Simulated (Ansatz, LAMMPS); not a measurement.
# Amorphous Si0.7Ge0.3 (120 atoms) under strain: runs compared

Aim: relax amorphous Si0.7Ge0.3 (120 atoms), then change its volume and shape to read moduli from the stress.

Computed with Ansatz 0.2.0: Kohn-Sham DFT, PBE, PAW (set soft_1), plane waves.

## 1. The cell as built

The cell holds 120 atoms: 84 Si and 36 Ge. Cell: a = 13.770 Å, b = 13.770 Å, c = 13.770 Å, α = 90.0°, β = 90.0°, γ = 90.0°. 120 atoms (84 Si, 36 Ge) placed at random at 3.16 g/cm³, melted at 3500 K for 10 ps at fixed volume with the Tersoff potential (Tersoff, Phys. Rev. B 39, 5566 (1989)). Quenched from 3500 K to 700 K at 10 K/ps and fixed volume, held 5 ps, then minimised at fixed cell.

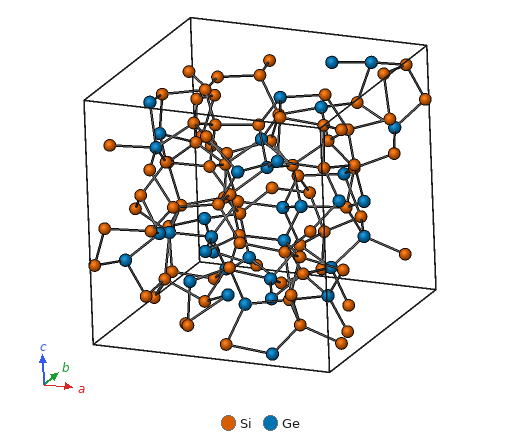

The cell as built. Some periodic images of atoms are drawn too.

What the set-up can't give: The quench rate of 10 K/ps is orders of magnitude faster than experiment, which tends to freeze in extra defects. The network of bonds at the start is that of the classical potential that made the cell, and needn't be the one that DFT or experiment would give. Sampling is at Γ alone.

## 2. The reference run

The reference is a single point at the end of the relaxation.

Every strained cell starts from the geometry of this run, and its atoms are relaxed with the cell held.

Its input, with most atom lines left out:

```yaml
crystal:
  lattice:
    - [13.5678, 0.13541, -0.01078]
    - [0.13541, 13.76284, 0.22096]
    - [-0.01078, 0.22096, 13.87737]
  atoms:
    - { symbol: Si, position: [0.05812, 0.00343, 0.48415] }
    - { symbol: Si, position: [0.50152, 0.31231, 0.39582] }
    - { symbol: Si, position: [0.18128, 0.32345, 0.65754] }
    - { symbol: Si, position: [0.59504, 0.05523, 0.44691] }
    - { symbol: Si, position: [0.00769, 0.9553, 0.78804] }
    - { symbol: Si, position: [0.26547, 0.66473, 0.89793] }
    - { symbol: Si, position: [0.35868, 0.01168, 0.59436] }
    [... atom lines 8 to 120 left out ...]
kpoints:
  mp_grid: { grid: [1, 1, 1] }
hamiltonian:
  xc: pbe
  pseudopotentials: { kind: paw, azcp: { folder: soft_1 } }
scf:
  occupations: { method: gaussian, width: 0.05 }
output:
  forces: true
  stress: true
  populations: true
  dos:
    method: { smearing: { sigma: 0.1 } }
    de: 0.1
    projected: { site_lists: { Ge: [Ge], Si: [Si] } }
  eigenvalues: true
  write_density: true
  write_potential: true
  volumetric_format: npy
  elf: true
```

| Quantity | Value |
| --- | --- |
| free energy per atom | -1733.3627 eV/atom |
| r.m.s. force component | 0.00579 eV/Å |
| pressure | 0.002974 GPa |

Filled and empty levels are parted by 0.196 eV (at Γ alone); a semilocal functional tends to put such gaps too low. In a disordered cell it changes from sample to sample, and tail or defect levels can set it.

## 3. The runs

Each row is one run, on 4 threads of Intel Xeon Platinum 8488C (Sapphire Rapids), shared host. The free energy is the program's total, comparable only between runs with the same functional, potentials and atoms.

```tsv
run	atoms	outcome	ionic steps, all passes	free energy (eV)	time	host memory (GiB)
Single point at the start	120	converged	-	-208000.470	30 s	3.7
Cell and atoms relaxed	120	converged	9	-208003.527	3.8 min	3.8
Single point at the relaxed geometry	120	converged	-	-208003.527	43 s	3.8
Volume -3 %	120	converged	3	-208003.034	87 s	3.7
Volume +3 %	120	converged	2	-208003.075	66 s	3.9
Volume -6 %	120	converged	7	-208001.474	3 min	3.6
Volume +6 %	120	converged	14	-208002.012	6.1 min	4.0
Volume -10 %	120	converged	14	-207997.843	5.1 min	3.5
Stretched by 1 % along x	120	converged	2	-208003.436	58 s	3.8
Compressed by 1 % along x	120	converged	3	-208003.434	80 s	3.8
Sheared by 2 % in xy	120	converged	3	-208003.403	81 s	3.8
```

In some runs the program notes that the SCF threshold is loose for the stress.

## 4. Pressure against volume

Atoms are relaxed at each volume, in the scaled cell.

```tsv
volume change (%)	volume (Å³/atom)	energy change (meV/atom)	pressure (GPa)	largest move on relaxing (Å)	bonds	gap (eV)
-10	19.428	47.36	7.74	1.09	245	0.260
-6	20.292	17.10	4.41	0.25	242	0.218
-3	20.939	4.10	2.09	0.05	242	0.199
+0	21.587	0.00	0.00	-	242	0.196
+3	22.234	3.76	-1.86	0.05	241	0.187
+6	22.882	12.62	-3.24	0.68	241	0.314
```

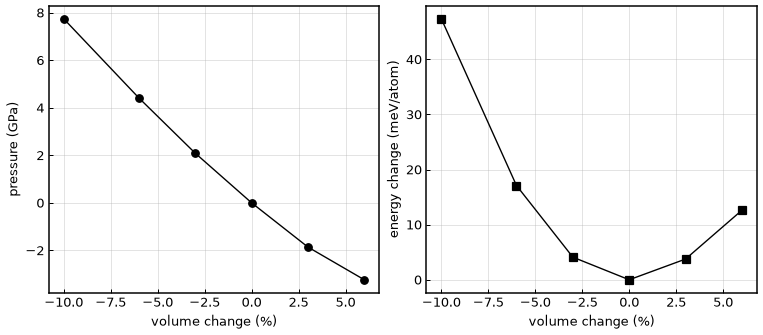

Pressure and energy against volume.

## 5. Uniaxial strain and shear

Stress (GPa, compression positive) less that of the relaxed cell, atoms relaxed:

```tsv
strain	xx	yy	zz	xy	energy change (meV/atom)
stretched by 1 % along x	-1.228	-0.364	-0.345	-0.040	0.76
compressed by 1 % along x	1.155	0.416	0.387	0.029	0.77
sheared by 2 % in xy	-0.055	0.056	0.054	-0.771	1.03
```

## 6. Outcome

The bulk modulus, from the slope of pressure against ln V over the three points nearest the relaxed volume, is 65.8 GPa; a quadratic over all points gives a pressure derivative of about 3.1. The count of bonds runs from 241 to 245 over the series, so at some points contacts cross the cutoffs. At -10 % and +6 % some atom moved by over 0.5 Å on relaxing, so those points may sit in another local minimum. The gap goes from 0.260 eV at the smallest volume to 0.314 eV at the largest, not monotonically (lowest 0.187, highest 0.314 eV), on the run's k-points. In the Cartesian axes of the cell, finite differences give C11 = 119, C12 = 39.0, C13 = 36.6 and C66 = 38.6 GPa (the shear of 2 % is the engineering strain, εxy = 0.01). The mean of C11, C12 and C13, which equals the bulk modulus in a cubic or isotropic solid, is 64.9 GPa: it agrees with the bulk modulus within 10 %. For an isotropic solid C66 would equal (C11 − C12)/2 = 40.1 GPa; so small a sample needn't be isotropic, and C66 rests on one shear. With the bulk modulus and C66 as K and G, Young's modulus would be about 97 GPa and Poisson's ratio 0.25.

Caveats: Strains are finite and relaxations stop at the force tolerance of the input, which can leave moduli too stiff; they are those of a static cell at zero temperature. Volumes are changed with the cell's shape held, so in an anisotropic solid the modulus lies over the one under free hydrostatic load. The program notes that the SCF threshold of the relaxations is loose for the stress.

The DFT runs together took 25 min of wall time.

[Logs are printed without paths, hosts, clocks, repeated set-up lines and the standing remarks that a program may print on its own settings, such as how far it seeks lower states.]

[Hosts, paths, dates, database ids (printed as entryN), source tags and the programs' standing remarks are cut or masked in the printed files.]
